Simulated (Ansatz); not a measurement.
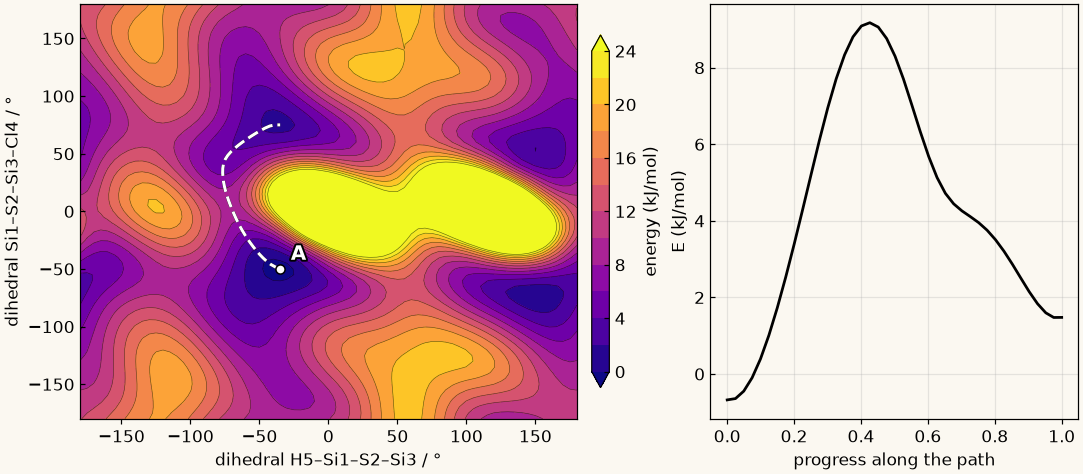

ClH₄SSi₂, SMILES [SiH2]S[SiH2]Cl, spin multiplicity 2. Coordinates scanned: (1) dihedral H5–Si1–S2–Si3; (2) dihedral Si1–S2–Si3–Cl4. Nothing is relaxed (all other coordinates rigid). The scan uses an 18 × 18 grid. Energies: kJ/mol, counted from the lowest grid point. Level of theory: Ansatz, UKS SPW92 (LDA)/def2-SVP.

Drawn: filled contours, a line along the lowest path, one colour for all values above the top of the scale, the energy along the path at the right, the start A. Between grid points the surface is interpolated.

Question: Describe the path and its barrier.

Answer: The easiest path leads from the well at about dihedral H5–Si1–S2–Si3 = −35°, dihedral Si1–S2–Si3–Cl4 = −50° to the well at about dihedral H5–Si1–S2–Si3 = −35°, dihedral Si1–S2–Si3–Cl4 = 75°, about 2.2 kJ/mol higher (on a rigid scan; wells that are mirror images or exchange like atoms can differ by this much). Its highest point lies about 9.9 kJ/mol above the bottom of the first well on the interpolated surface, at about dihedral H5–Si1–S2–Si3 = −70°, dihedral Si1–S2–Si3–Cl4 = 5°. Seen from the upper well the barrier is about 7.7 kJ/mol. The start is the relaxed structure and all else is held, so a fully relaxed path at this level can only be lower.
